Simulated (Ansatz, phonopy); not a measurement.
# How KI (Fm-3m) expands on warming, part 4 of 4

Aim: the lattice, expansion, heat capacity and bulk modulus of KI as it warms.

What experiment has found for this phase:
- volume expansion coefficient 113.7 1e-6/K near room temperature (given in “Descriptors for thermal expansion in solids”, 2017, arXiv:1701.03966)

Ansatz 0.2.0; DFT LDA, scalar-relativistic, plane waves, PAW.

So far, principal linear expansion coefficients at 298 K (× 1e-6/K): step 7 (phonons on strained cells, cutoff 550 eV, k-mesh 8×8×8) 40.5; step 9 (the quasi-harmonic study, cutoff 487.2 eV, k-mesh 12×12×12) 40.5. Also isothermal bulk modulus at 298 K (GPa): step 7 13.1; step 9 13.1.

## (11) The quasi-harmonic study, cutoff 487.2 eV (continued)

Strained cells of the study; zero-point energy where phonons were solved; the pressures are stresses at a fixed cutoff and can carry an offset from the finite basis. Expansion cells, by row:

```csv
cell,|a| (Å),|b| (Å),|c| (Å),V (Å³/atom),E - E_lowest (meV/atom),"pressure, compression positive (GPa)",gap (eV),zero-point energy (meV/atom)
1,4.821,4.821,4.821,39.61,0.002,-0.006,3.869,-
2,4.859,4.859,4.859,40.57,1.103,-0.366,3.807,-
3,4.782,4.782,4.782,38.67,1.162,0.401,3.934,-
4,4.821,4.821,4.821,39.62,0,-0.01,3.868,15.42
5,4.845,4.845,4.845,40.22,0.454,-0.241,3.829,15.01
6,4.883,4.883,4.883,41.17,2.835,-0.567,3.769,14.37
7,4.914,4.914,4.914,41.96,6.228,-0.806,3.722,13.86
8,4.946,4.946,4.946,42.77,10.84,-1.022,3.676,13.35
9,4.773,4.773,4.773,38.45,1.792,0.505,3.95,-
10,4.797,4.797,4.797,39.03,0.433,0.238,3.909,-
11,4.985,4.985,4.985,43.81,18.19,-1.26,3.621,-
```

Changing the k-mesh (12×12×12 → 8×8×8) takes the volume expansion at 298 K from 122 to 122 × 10⁻⁶/K and B_T from 13.1 to 13.1 GPa.

## (12) Comparing the runs

Times are for 8 threads of Arm Neoverse V2, shared host. The series side by side:

```csv
no.,functional,cutoff (eV),k-mesh,q-mesh,method,pressure (GPa),volume expansion coefficient at 298 K (1e-6/K),C_P at 298 K (J/mol-atom/K),isothermal bulk modulus at 298 K (GPa),time,memory (GiB)
1,lda,550,8×8×8,4×4×4,dfpt,0,121.6,26.02,13.14,12 min,2.3
2,lda,487.2,12×12×12,4×4×4,dfpt,0,121.6,26.02,13.14,29 min,6.1
3,lda,487.2,8×8×8,4×4×4,dfpt,0,121.6,26.02,13.14,9.5 min,2.1
```

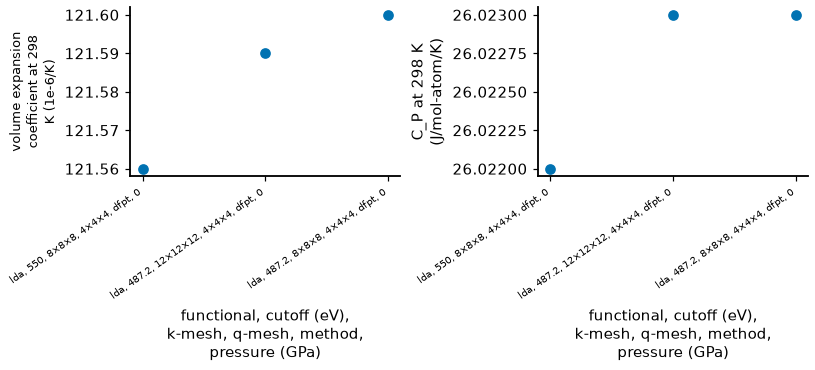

The series as plots.

The runs together, line volume. Expansion coefficient, volume against temperature; values in 1e-6/K:

```csv
temperature (K),"lda, 550, 8×8×8, 4×4×4, dfpt, 0","lda, 487.2, 12×12×12, 4×4×4, dfpt, 0","lda, 487.2, 8×8×8, 4×4×4, dfpt, 0"
0,0,0,0
25,18.7,18.7,18.7
50,56.6,56.6,56.6
75,78.4,78.4,78.4
100,90.0,90,90.0
125,97.1,97.1,97.1
150,102,102,102
175,106,106,106
200,110,110,110
225,113,113,113
250,116,116,116
275,119,119,119
298,122,122,122
300,122,122,122
325,125,125,125
350,128,128,128
375,131,132,132
400,135,135,135
425,139,139,139
450,143,143,143
475,147,147,147
500,151,151,151
```

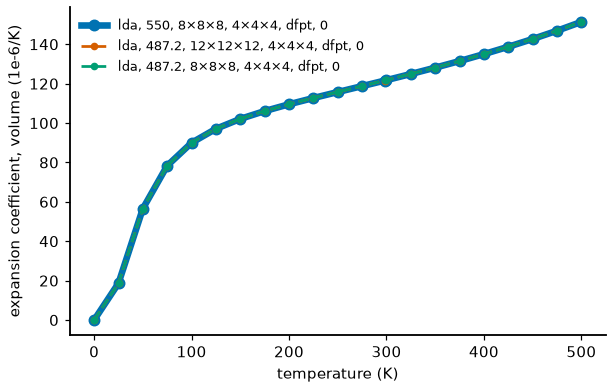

Expansion coefficient, volume against temperature.

The runs together, line C_P. Table of heat capacity, C_P by temperature; values in J/mol-atom/K:

```csv
temperature (K),"lda, 550, 8×8×8, 4×4×4, dfpt, 0","lda, 487.2, 12×12×12, 4×4×4, dfpt, 0","lda, 487.2, 8×8×8, 4×4×4, dfpt, 0"
0,0,0,0
25,7.74,7.74,7.74
50,16.0,16.0,16.0
75,20.2,20.2,20.2
100,22.2,22.2,22.2
125,23.4,23.4,23.4
150,24.1,24.1,24.1
175,24.6,24.6,24.6
200,25.0,25.0,25.0
225,25.3,25.3,25.3
250,25.6,25.6,25.6
275,25.8,25.8,25.8
298,26.0,26.0,26.0
300,26.0,26.0,26.0
325,26.3,26.3,26.3
350,26.5,26.5,26.5
375,26.7,26.7,26.7
400,27.0,27.0,27.0
425,27.2,27.2,27.2
450,27.5,27.5,27.5
475,27.7,27.7,27.7
500,28.0,28.0,28.0
```

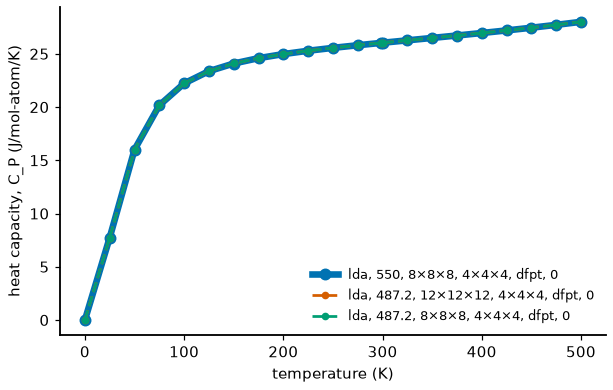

Heat capacity, C_P against temperature.

## (13) Quasi-harmonic fit by phonopy

This step: DFT LDA, scalar-relativistic, plane waves, PAW (phonopy 4.10.0).

The fit gives a volume expansion of 122 × 10⁻⁶/K at 300 K, against 122 at 298 K from the study itself, whose static fit uses more cells.

## (14) Summary of results

| Property | Result |
| --- | --- |
| settings of these figures | LDA, 487.2 eV, k 12×12×12, q 4×4×4 |
| volume expansion coefficient at 298 K | 121.6 1e-6/K |
| C_P at 298 K | 26.02 J/mol-atom/K |
| entropy at 298 K | 52.36 J/mol-atom/K |
| isothermal bulk modulus at 298 K | 13.14 GPa |
| Grüneisen parameter at 298 K | 1.602 |
| volume at 298 K | 40.96 Å³/atom |
| principal linear expansion coefficients at 298 K | 40.53, 40.53, 40.53 1e-6/K |

Near room temperature KI expands by 122 × 10⁻⁶/K in volume by LDA, with C_P = 26.0 J/(mol K) per mole of atoms and B_T = 13.1 GPa. C_P at room temperature is 104 % of the classical 3R an atom; C_V is 99 %, and the rest is expansion work. A measured volume expansion coefficient near room temperature is 113.7 1e-6/K (arXiv:1701.03966); the calculated 122 1e-6/K differs by +7 %. Changing the k-mesh and cutoff moves the volume expansion at 298 K between 122 and 122 × 10⁻⁶/K, while the CPU time spans a factor of 3.0. The PAW files were made for PBE and are used here under another functional, for which the program regenerates the frozen cores. The cell of these runs is 10 % smaller in volume than the database cell; frequencies and all that rests on them shift with it.

[Logs are printed without paths, hosts, clocks, repeated set-up lines and the standing remarks that a program may print on its own settings, such as how far it seeks lower states.]

[Hosts, paths, dates, database ids (printed as entryN), source tags and the programs' standing remarks are cut or masked in the printed files.]

[A step with changed settings may run another functional than the one named; its input shows which.]
